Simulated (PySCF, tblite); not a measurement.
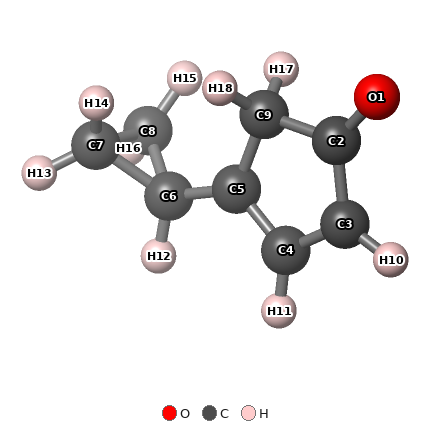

First-order isotropic EPR spectrum (fast tumbling, first derivative) of C₈H₉O, SMILES O=C1C=C[C](C2CC2)C1, doublet at 9.75 GHz, Lorentzian lines of 0.06 mT full width at half height, from computed g and hyperfine couplings (B3LYP/pcH-1 with PySCF 2.14.0, at a GFN2-xTB geometry (a minimum by its frequencies), gas phase); values of one conformer, averaged over methyl-type rotors alone; other conformers aren't averaged in; no vibrational averaging; dilute isotopes left out. The SMILES is one Lewis form and needn't show where the spin sits.

**Give g and the hyperfine couplings.**

g_iso = 2.0038, which centres the spectrum at 347.7 mT; it spans 2.9 mT.

```tsv
nuclei	isotope	a (mT)	a (MHz)
H10	¹H	−1.17	−32.7
H17, H18	¹H	0.50	14.2
H11	¹H	0.22	6.1
H13	¹H	0.14	3.9
H16	¹H	0.13	3.7
H15	¹H	−0.11	−3.0
H14	¹H	−0.10	−2.8
H12	¹H	0.03	0.9
```

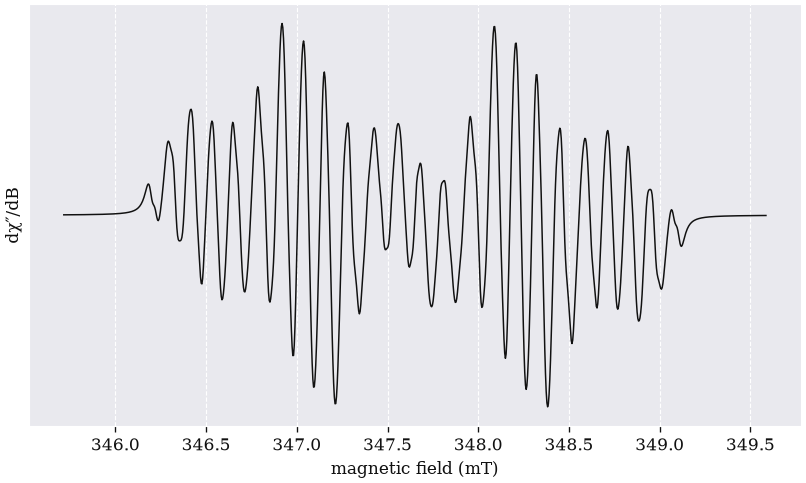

Note: the tight-binding geometry is rougher than a DFT one and adds to the error.
